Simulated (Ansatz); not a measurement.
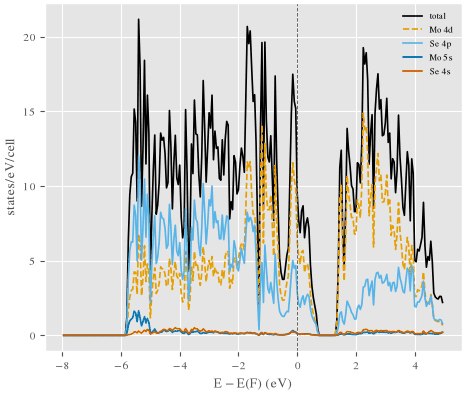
Total and projected density of states of Mo$_{3}$Se$_{4}$ in space group R-3 (No. 148; Mo on 18f, Se on 6c, Se on 18f), the program Ansatz at the PBEsol level (PAW)

Task: Which orbitals carry the states next to the Fermi level?

Result: Within 0.5 eV of the Fermi level: Mo 4d 65 %, Se 4p 30 %. Projections are on Löwdin-orthogonalised atomic valence shells; empty p or d shells of many metals are not among them.

Task: Where is the tallest occupied peak in this window, and what makes it?

Result: Near -5.4 eV, about 21 states/eV per cell; the largest projected share is Se 4p.

The first step of the workflow began from a Materials Project structure, measured or hypothetical; the Crystallography Open Database files this formula in space group No. 148, but the cells were not matched. Whether it is the stable phase at ambient conditions was not checked. Symmetry was held in the PBEsol relaxation; whether a distortion lowers the energy is not shown. The run is not spin-polarised. Spin–orbit coupling is left out wherever it is not named.

Potentials: the later of the program's two PAW sets.
